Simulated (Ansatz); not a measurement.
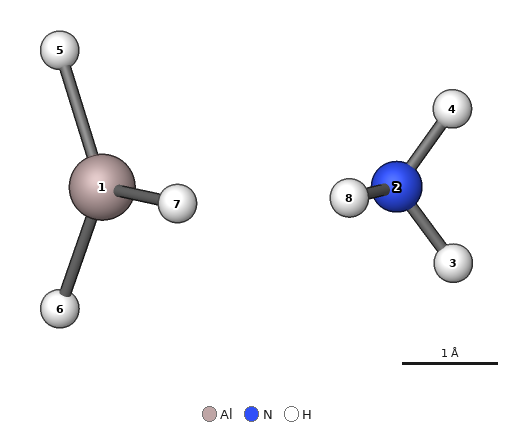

Figure 1. The structure as given in the input (ball-and-stick view, seen on its broad side; atoms are numbered from 1 in the order of the input). Sticks mark near contacts. Bond lengths as drawn: Al–H 1.57 to 1.58 Å and H–N 1.01 to 1.03 Å.

Run report: AlNH6, geometry relaxation

System: AlNH6.
Method: RKS BHLYP-D4/def2-SVP (Ansatz 0.2.0).

It belongs to a series of runs on one base structure; here: end point B relaxed. Figures and captions count atoms from 1; the log counts them from 0 in places.

Log
```
The last accepted step is kept in [file] (removed where the run ends without a failure and the disk answers)
Engine: ansatz 0.2.0, x86_64-unknown-linux-gnu
Functional definition: BHLYP
  parameter a = 0.5
  exchange = (1 - a)*b88_x + a*exact_x
  correlation = lyp_c
657 factors; integrals over basis functions are off by at most 4.0e-4 eV
mean field evaluation 1: about -8176.5636 eV, gradient 3.9e1 eV
mean field evaluation 2: about -8176.4105 eV, gradient 4.0e1 eV
mean field evaluation 4: about -8179.7159 eV, gradient 1.7e-1 eV
mean field evaluation 8: about -8179.7163 eV, gradient 6.2e-3 eV
mean field -8179.71632676 eV, -300.5990305975 hartree, gradient 2.6e-5 eV, S^2 0.000000; 0 other end points of the search recorded, 0 dependent functions left out
the calculation of the forces begins
reference -8179.71649949 eV, -300.5990369453 hartree; 13, 13 occupied and 49, 49 virtual orbitals, 657 factors
relax step   1: F+E_penalty+E_count = -8179.80975251 eV  Δ(F+E_penalty+E_count) = +0.000e0 eV  max|allowed force component| = 9.063e-1 eV/Å  Δτ_max = 0.0000 Å  (21 SCF iters, accepted)
these checks for a lower state are left out or cut short: starts, cluster_reference, orbital_swaps, neighbouring_geometries, increment
657 factors; integrals over basis functions are off by at most 5.2e-4 eV
mean field evaluation 16: about -8179.9271 eV, gradient 2.8e-1 eV
mean field -8179.92773909 eV, -300.6067998575 hartree, gradient 1.9e-5 eV, S^2 0.000000; 0 other end points of the search recorded, 0 dependent functions left out
the calculation of the forces begins
reference -8179.92791021 eV, -300.6068061461 hartree; 13, 13 occupied and 49, 49 virtual orbitals, 657 factors
relax step   2: F+E_penalty+E_count = -8180.02512366 eV  Δ(F+E_penalty+E_count) = -2.154e-1 eV  max|allowed force component| = 1.465e0 eV/Å  Δτ_max = 0.1953 Å  (24 SCF iters, accepted)
these checks for a lower state are left out or cut short: starts, cluster_reference, orbital_swaps, neighbouring_geometries, increment
657 factors; integrals over basis functions are off by at most 6.7e-4 eV
mean field -8180.20646146 eV, -300.6170427156 hartree, gradient 1.2e-5 eV, S^2 0.000000; 0 other end points of the search recorded, 0 dependent functions left out
the calculation of the forces begins
reference -8180.20662761 eV, -300.6170488214 hartree; 13, 13 occupied and 49, 49 virtual orbitals, 657 factors
relax step   3: F+E_penalty+E_count = -8180.30977986 eV  Δ(F+E_penalty+E_count) = -2.847e-1 eV  max|allowed force component| = 2.388e0 eV/Å  Δτ_max = 0.1961 Å  (24 SCF iters, accepted)
these checks for a lower state are left out or cut short: starts, cluster_reference, orbital_swaps, neighbouring_geometries, increment
657 factors; integrals over basis functions are off by at most 7.2e-4 eV
mean field evaluation 32: about -8180.6364 eV, gradient 2.5e-4 eV
mean field -8180.63639380 eV, -300.6328424376 hartree, gradient 6.0e-6 eV, S^2 0.000000; 0 other end points of the search recorded, 0 dependent functions left out
the calculation of the forces begins
reference -8180.63655301 eV, -300.6328482886 hartree; 13, 13 occupied and 49, 49 virtual orbitals, 657 factors
relax step   4: F+E_penalty+E_count = -8180.74520990 eV  Δ(F+E_penalty+E_count) = -4.354e-1 eV  max|allowed force component| = 4.777e-1 eV/Å  Δτ_max = 0.1954 Å  (25 SCF iters, accepted)
these checks for a lower state are left out or cut short: starts, cluster_reference, orbital_swaps, neighbouring_geometries, increment
657 factors; integrals over basis functions are off by at most 6.6e-4 eV
mean field -8180.79777855 eV, -300.6387732177 hartree, gradient 6.0e-6 eV, S^2 0.000000; 0 other end points of the search recorded, 0 dependent functions left out
the calculation of the forces begins
reference -8180.79793512 eV, -300.6387789718 hartree; 13, 13 occupied and 49, 49 virtual orbitals, 657 factors
relax step   5: F+E_penalty+E_count = -8180.90830243 eV  Δ(F+E_penalty+E_count) = -1.631e-1 eV  max|allowed force component| = 2.590e-1 eV/Å  Δτ_max = 0.1999 Å  (24 SCF iters, accepted)
these checks for a lower state are left out or cut short: starts, cluster_reference, orbital_swaps, neighbouring_geometries, increment
657 factors; integrals over basis functions are off by at most 6.5e-4 eV
mean field -8180.83574255 eV, -300.6401683692 hartree, gradient 1.5e-5 eV, S^2 0.000000; 0 other end points of the search recorded, 0 dependent functions left out
the calculation of the forces begins
reference -8180.83589635 eV, -300.6401740212 hartree; 13, 13 occupied and 49, 49 virtual orbitals, 657 factors
relax step   6: F+E_penalty+E_count = -8180.94695354 eV  Δ(F+E_penalty+E_count) = -3.865e-2 eV  max|allowed force component| = 2.158e-1 eV/Å  Δτ_max = 0.1482 Å  (23 SCF iters, accepted)
these checks for a lower state are left out or cut short: starts, cluster_reference, orbital_swaps, neighbouring_geometries, increment
657 factors; integrals over basis functions are off by at most 6.4e-4 eV
mean field -8180.84108621 eV, -300.6403647451 hartree, gradient 8.2e-6 eV, S^2 0.000000; 0 other end points of the search recorded, 0 dependent functions left out
the calculation of the forces begins
reference -8180.84124059 eV, -300.6403704185 hartree; 13, 13 occupied and 49, 49 virtual orbitals, 657 factors
relax step   7: F+E_penalty+E_count = -8180.95190566 eV  Δ(F+E_penalty+E_count) = -4.952e-3 eV  max|allowed force component| = 1.025e-1 eV/Å  Δτ_max = 0.0446 Å  (22 SCF iters, accepted)
these checks for a lower state are left out or cut short: starts, cluster_reference, orbital_swaps, neighbouring_geometries, increment
657 factors; integrals over basis functions are off by at most 6.4e-4 eV
mean field -8180.84507760 eV, -300.6405114260 hartree, gradient 3.0e-5 eV, S^2 0.000000; 0 other end points of the search recorded, 0 dependent functions left out
the calculation of the forces begins
reference -8180.84523208 eV, -300.6405171030 hartree; 13, 13 occupied and 49, 49 virtual orbitals, 657 factors
relax step   8: F+E_penalty+E_count = -8180.95602837 eV  Δ(F+E_penalty+E_count) = -4.123e-3 eV  max|allowed force component| = 2.722e-2 eV/Å  Δτ_max = 0.1086 Å  (20 SCF iters, accepted)
657 factors; integrals over basis functions are off by at most 6.4e-4 eV
mean field evaluation 64: about -8180.8446 eV, gradient 2.0e-1 eV
```

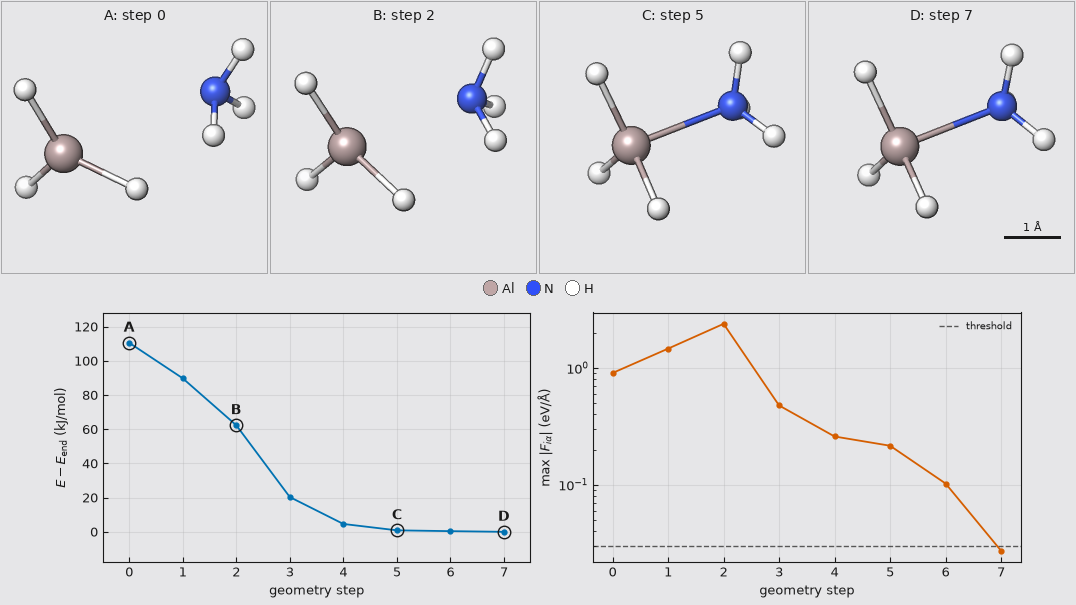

Figure 2. Frames of the relaxation (ball-and-stick view, seen at a tilt) above the curves, on which the letters mark them (the first geometry is step 0 here and step 1 in the log).

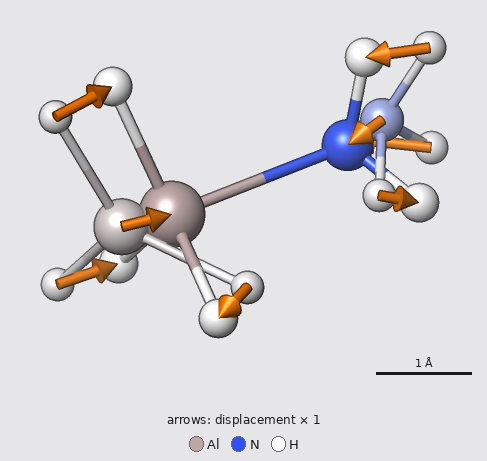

Figure 3. Start (faint) and end (solid) with the displacements as orange arrows, at true length (ball-and-stick view, seen at a tilt). The two geometries are laid on each other by the best rigid fit. The largest move after the best rigid fit is that of H3, 0.84 Å. By element the largest moves are H 0.84 Å, Al 0.55 Å, N 0.49 Å. Among the contacts that change: Al1–N2 3.100 → 2.084 Å, Al1–H7 1.569 → 1.593 Å, N2–H8 1.034 → 1.014 Å, Al1–H5 1.576 → 1.593 Å. New bonds form: Al1–N2 (3.10 → 2.08 Å). Among the angles that change: H5–Al1–H6 120.9° → 117.3°, H5–Al1–H7 119.4° → 117.4°. The energy falls by 110.6 kJ/mol in 7 geometry steps. Largest force component: 0.91 eV/Å at the start, 0.027 eV/Å at the end. (Atoms are counted from 1 in the order of the input.)

```
mean field -8180.84507760 eV, -300.6405114260 hartree, gradient 3.0e-5 eV, S^2 0.000000; 1 other end points of the search recorded, 0 dependent functions left out
the calculation of the forces begins
reference -8180.84523208 eV, -300.6405171030 hartree; 13, 13 occupied and 49, 49 virtual orbitals, 657 factors
Total energy: -8180.95618285 eV, -300.6445944684 hartree
Atom 0 at    -0.059465     0.491165    -0.019109 Å, force     0.000483    -0.002988     0.027223 eV/Å
Atom 1 at    -0.044862     0.297808     2.055660 Å, force     0.000209    -0.000363     0.006017 eV/Å
Atom 2 at    -0.709340    -0.403095     2.363995 Å, force     0.011881    -0.002031    -0.005102 eV/Å
Atom 3 at     0.870358     0.021551     2.393206 Å, force    -0.004188     0.012089    -0.004288 eV/Å
Atom 4 at     1.326330    -0.218828    -0.356636 Å, force    -0.006981    -0.001720    -0.005957 eV/Å
Atom 5 at    -1.393807    -0.315653    -0.346152 Å, force     0.000307     0.008974    -0.005410 eV/Å
Atom 6 at    -0.116370     2.079256    -0.134417 Å, force     0.006133    -0.005659    -0.005119 eV/Å
Atom 7 at    -0.288045     1.170996     2.509854 Å, force    -0.007844    -0.008302    -0.007366 eV/Å
Dipole moment:     0.008357    -0.110770     1.192167 e Å
```

Trajectory as extended XYZ (Å, eV, eV/Å), 8 frames, from step=1 to step=8
```
8
Properties=species:S:1:pos:R:3:forces:R:3 step=1 energy=-8179.80975
Al   -0.0555    0.4319   -0.5666    0.0251  -0.2731   0.4474
N    -0.0290    0.1333    2.5189   -0.0651   0.7577  -0.9063
H    -0.8332   -0.0288    3.1087    0.0043  -0.0012  -0.0009
H     0.7973    0.1271    3.1007   -0.0094  -0.0031  -0.0009
H     1.3666   -0.0313   -1.0648   -0.0044   0.0016   0.0025
H    -1.3637   -0.2923   -1.0653    0.0038   0.0033   0.0018
H    -0.1772    1.7090    0.3361   -0.0339   0.3572  -0.2604
H    -0.1203    1.0742    2.0988    0.0796  -0.8424   0.7168
8
Properties=species:S:1:pos:R:3:forces:R:3 step=2 energy=-8180.02512
Al   -0.0509    0.3817   -0.4380   -0.0341   0.3578   0.5529
N    -0.0321    0.1735    2.4141   -0.1284   1.2682  -0.4259
H    -0.8206   -0.1141    2.9926    0.1750   0.0646  -0.2962
H     0.8001    0.0438    2.9875   -0.1734   0.0235  -0.2839
H     1.3606   -0.0656   -0.9853    0.0282  -0.0953   0.1627
H    -1.3521   -0.3243   -0.9861   -0.0103  -0.0983   0.1623
H    -0.1883    1.8248    0.2369    0.0051  -0.0558  -0.3075
H    -0.1320    1.2035    2.2447    0.1378  -1.4646   0.4357
8
Properties=species:S:1:pos:R:3:forces:R:3 step=3 energy=-8180.30978
Al   -0.0510    0.3814   -0.2620   -0.0533   0.5677   0.8207
N    -0.0343    0.2015    2.2508   -0.1987   1.8773   0.1652
H    -0.8116   -0.1784    2.8076    0.3308   0.2359  -0.5821
H     0.8032   -0.0197    2.8045   -0.3465   0.1538  -0.5633
H     1.3530   -0.1059   -0.8031    0.0512  -0.0595   0.2065
H    -1.3375   -0.3621   -0.8042   -0.0398  -0.0679   0.2064
H    -0.1987    1.9337    0.2040    0.0302  -0.3193  -0.3823
H    -0.1383    1.2726    2.2689    0.2261  -2.3881   0.1289
8
Properties=species:S:1:pos:R:3:forces:R:3 step=4 energy=-8180.74521
Al   -0.0528    0.3998   -0.0776   -0.0453   0.4777   0.3503
N    -0.0376    0.2350    2.1018   -0.0022   0.0914   0.2874
H    -0.8000   -0.2021    2.6183   -0.0404   0.0259  -0.4105
H     0.7966   -0.0454    2.6161    0.0330   0.0292  -0.4096
H     1.3447   -0.1278   -0.6092    0.0769  -0.0138   0.1953
H    -1.3252   -0.3820   -0.6103   -0.0737  -0.0281   0.1951
H    -0.2057    2.0061    0.1793    0.0326  -0.3408  -0.3016
H    -0.1351    1.2396    2.2480    0.0190  -0.2417   0.0936
8
Properties=species:S:1:pos:R:3:forces:R:3 step=5 energy=-8180.90830
Al   -0.0572    0.4687   -0.0477    0.0120  -0.0632   0.2590
N    -0.0387    0.2475    2.0555   -0.0650   0.2214   0.0330
H    -0.7949   -0.2819    2.4768   -0.0309  -0.0029  -0.1766
H     0.8203   -0.0828    2.4807    0.0655   0.0018  -0.1551
H     1.3675   -0.1386   -0.4185   -0.0316   0.0305  -0.0294
H    -1.3576   -0.3750   -0.4132    0.0254   0.0398  -0.0288
H    -0.1953    2.0698   -0.0035    0.0123  -0.1536  -0.0838
H    -0.1592    1.2155    2.3362    0.0124  -0.0737   0.1816
8
Properties=species:S:1:pos:R:3:forces:R:3 step=6 energy=-8180.94695
Al   -0.0557    0.4687   -0.0004   -0.0321   0.2143  -0.2158
N    -0.0449    0.2934    2.0520    0.0167  -0.0635   0.0995
H    -0.7887   -0.3132    2.3777    0.0012   0.0030   0.0165
H     0.8327   -0.0860    2.3888   -0.0003   0.0041   0.0161
H     1.3712   -0.1393   -0.3623   -0.0293  -0.0745   0.0296
H    -1.3695   -0.3584   -0.3577    0.0425  -0.0694   0.0231
H    -0.1861    2.0567   -0.1147    0.0090  -0.0204   0.0118
H    -0.1742    1.2013    2.4830   -0.0078   0.0063   0.0191
8
Properties=species:S:1:pos:R:3:forces:R:3 step=7 energy=-8180.95191
Al   -0.0600    0.4981   -0.0200    0.0072  -0.0566   0.0367
N    -0.0454    0.3014    2.0615   -0.0285   0.0316  -0.0057
H    -0.7824   -0.3255    2.3684    0.0546   0.0488  -0.0048
H     0.8379   -0.0814    2.3814   -0.0376   0.0254   0.0033
H     1.3488   -0.1691   -0.3547    0.0016   0.0345   0.0086
H    -1.3502   -0.3768   -0.3543   -0.0108   0.0390   0.0070
H    -0.1803    2.0823   -0.1420    0.0012  -0.0202   0.0002
H    -0.1835    1.1942    2.5260    0.0123  -0.1025  -0.0452
8
Properties=species:S:1:pos:R:3:forces:R:3 step=8 energy=-8180.95603
Al   -0.0595    0.4912   -0.0191    0.0005  -0.0030   0.0272
N    -0.0449    0.2978    2.0557    0.0002  -0.0004   0.0060
H    -0.7093   -0.4031    2.3640    0.0119  -0.0020  -0.0051
H     0.8704    0.0216    2.3932   -0.0042   0.0121  -0.0043
H     1.3263   -0.2188   -0.3566   -0.0070  -0.0017  -0.0060
H    -1.3938   -0.3157   -0.3462    0.0003   0.0090  -0.0054
H    -0.1164    2.0793   -0.1344    0.0061  -0.0057  -0.0051
H    -0.2880    1.1710    2.5099   -0.0078  -0.0083  -0.0074
```

This output came from the following input.

The input
```yaml
crystal:
  periodic: [false, false, false]
  atoms:
    - { symbol: Al, position_ang: [-0.055453, 0.431906, -0.566633] }
    - { symbol: "N", position_ang: [-0.029008, 0.133311, 2.518925] }
    - { symbol: H, position_ang: [-0.833226, -0.02875, 3.108748] }
    - { symbol: H, position_ang: [0.797258, 0.127148, 3.10067] }
    - { symbol: H, position_ang: [1.366552, -0.031329, -1.064849] }
    - { symbol: H, position_ang: [-1.363736, -0.29229, -1.065336] }
    - { symbol: H, position_ang: [-0.177244, 1.708972, 0.336056] }
    - { symbol: H, position_ang: [-0.120343, 1.074232, 2.09882] }
basis:
  gaussian: { orbitals: def2-SVP }
hamiltonian:
  xc: { name: BHLYP }
  dispersion: d4
relax:
  f_tol: 0.03
  max_steps: 50
```

Launched with:
```bash
ansatz run input.yaml --threads 1 --pin off --max-ram 2048MiB --backend cpu --events-out ev --progress --plain --runs-dir out
```

Key numbers

- outcome: converged
- total energy: −8180.9562 eV
- mean-field energy: −8180.8452 eV
- largest force (length of the vector) at the end: 0.027 eV/Å
- hardware: 1 thread of Intel Xeon (Granite Rapids), 192 GiB of memory available, shared host
- wall time: 8.1 s
- peak memory: 0.13 GiB
